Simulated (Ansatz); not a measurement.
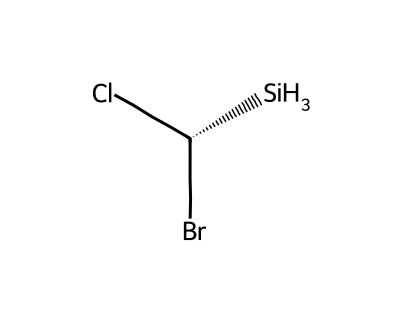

The drawing above gives the connectivity. The computed structure is the end point of a PBE0-D4/def2-TZVP optimisation. No frequency run is at hand to confirm it as a minimum.

What does the molecule look like in three dimensions?

Formula CH₄BrClSi. Its SMILES string is `[SiH3][C@@H](Cl)Br`. It has no ring. Among its groups: C–Cl bond, C–Br bond, Si–H bond. The point group is C1. Coordination: 1 Si tetrahedral; 1 C tetrahedral.

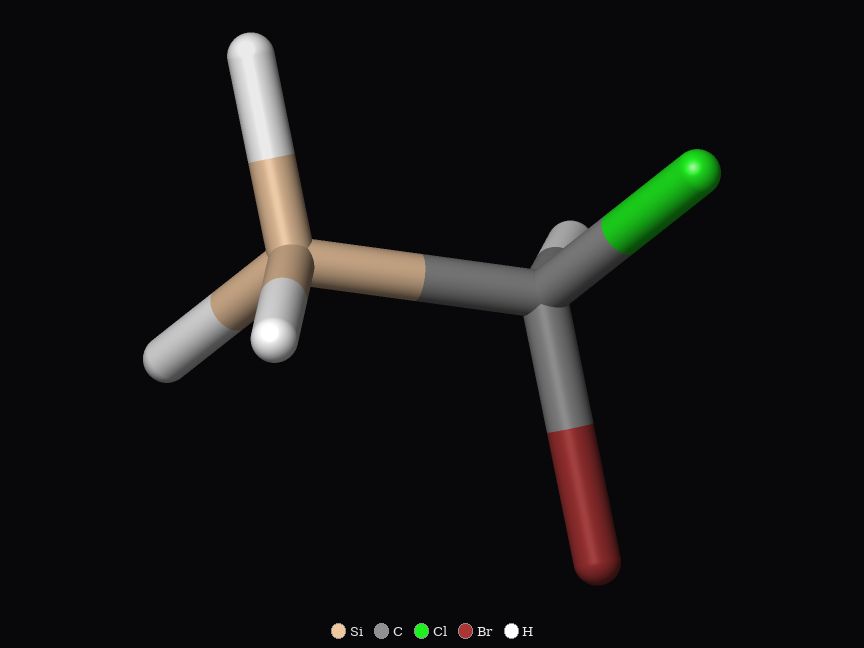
